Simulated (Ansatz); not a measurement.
Consider F₃H₅NSi₂ (SMILES F[SiH2][NH2+][SiH](F)F) (charge +1).

Input file:

```
crystal:
  periodic: [false, false, false]
  atoms:
    - {symbol: F, position_ang: [-1.738284, -2.671923, -3.443214]}
    - {symbol: F, position_ang: [-1.615909, 1.134157, -0.100357]}
    - {symbol: F, position_ang: [0.610788, -0.241062, -0.407369]}
    - {symbol: N, position_ang: [-1.700169, -1.373504, -1.080242]}
    - {symbol: Si, position_ang: [-0.650928, -1.839959, -2.609212]}
    - {symbol: Si, position_ang: [-0.884745, -0.253173, 0.160608]}
    - {symbol: H, position_ang: [0.413638, -2.694453, -2.069123]}
    - {symbol: H, position_ang: [-0.332433, -0.548680, -3.230751]}
    - {symbol: H, position_ang: [-2.024841, -2.246991, -0.636093]}
    - {symbol: H, position_ang: [-2.562502, -0.914893, -1.418593]}
    - {symbol: H, position_ang: [-1.012623, -0.786483, 1.513129]}
basis:
  gaussian:
    orbitals: def2-SVPD
total_charge: 1
hamiltonian:
  xc: pbe0
output:
  forces: true
  orbitals: {seedname: orbitals}
```

Run with:

```sh
ansatz run input.yaml --threads 2 --pin off --max-ram 4350MiB --events-out events.jsonl --progress --plain --runs-dir runs
```

Geometry: B3LYP-D3(BJ)/def2-SVP.

All numbers below come from isolated molecule in a Gaussian basis; Kohn-Sham density functional theory, functional PBE0 in Ansatz 0.2.0.

**Predict the electron density and electron localisation function between the atoms.**

Si–F (1.60 Å): the density is about 1.1 e/Å³ at the midpoint; the ELF peaks at about 0.85 in the valence shell of F, 0.6 Å from its nucleus, and is about 0.50 at the midpoint.
Si–N (1.86 Å): ρ at the midpoint is about 0.88 e/Å³; the ELF peaks at about 0.95 between the atoms, as expected for a polar covalent bond.
Si–N (1.91 Å): the density is about 0.77 e/Å³ at the midpoint; the ELF peaks at about 0.95 between the atoms (a polar covalent bond).

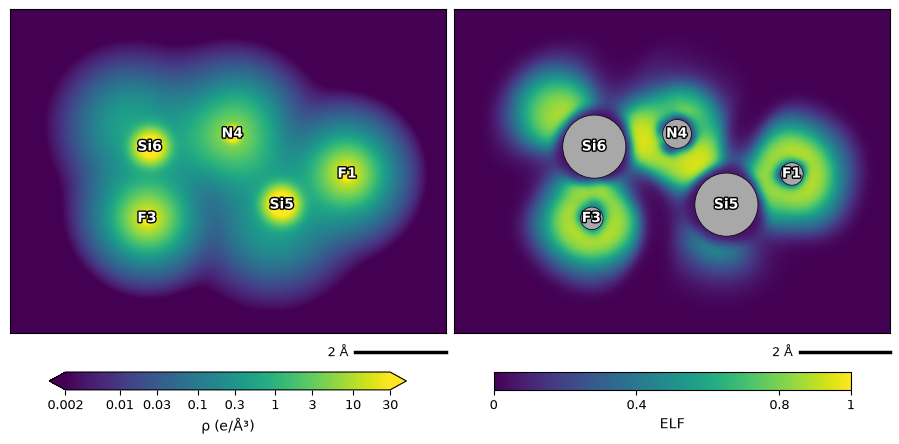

Computed electron density and electron localisation function on the plane of atoms F1, Si5 and N4, in this order. Grey discs cover the atomic cores in the ELF map. 
